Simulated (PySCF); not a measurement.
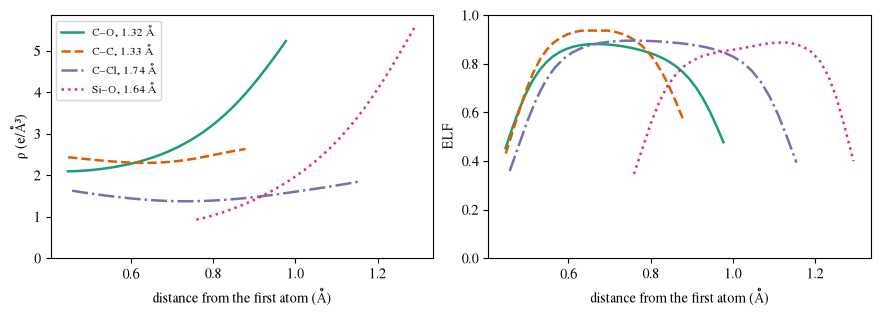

The picture shows: C3H7ClOSi (SMILES C/C=C(/Cl)O[SiH3]). Electron density and electron localisation function along straight lines between neighbouring atoms. The curves leave out the atomic cores.

Geometry: GFN2-xTB.

The calculation used PBE0/pcSseg-1, SCF density, gas phase, non-relativistic in PySCF 2.14.0.

The calculation's input:

```
{"job": {"kind": "nmr", "xc": "PBE0", "basis": "pcSseg-1"}, "charge": 0, "multiplicity": 1}
C     -2.107130    -0.001344     0.888902
C     -1.361389    -0.273649    -0.377113
C     -0.040394    -0.194711    -0.473250
Cl     0.744018    -0.532594    -1.992295
O      0.775377     0.130387     0.518749
Si     2.410628     0.272617     0.567656
H     -1.417456     0.262757     1.685012
H     -2.811746     0.816263     0.741685
H     -2.674975    -0.882079     1.186484
H     -1.935487    -0.547361    -1.247330
H      2.521124     0.648510     1.967646
H      3.037846    -1.006250     0.242725
H      2.855196     1.307941    -0.362375
```

Command:

```sh
OMP_NUM_THREADS=1 python probes_run.py task.json out
```

Question: What can be read from the curves?

Answer: C–O (1.32 Å): ρ at the midpoint is about 2.5 e/Å³; the ELF peaks at about 0.90 between the atoms (a shared but strongly polarised pair).
C–C (1.33 Å): the density is about 2.3 e/Å³ at the midpoint; the ELF peaks at about 0.95 between the atoms (a short, multiple covalent bond).
C–Cl (1.74 Å): ρ is about 1.4 e/Å³ halfway; the ELF peaks at about 0.90 between the atoms: localised, covalent bonding.
Si–O (1.64 Å): ρ at the midpoint is about 1.1 e/Å³; the ELF peaks at about 0.90 between the atoms, as expected for a shared but strongly polarised pair.
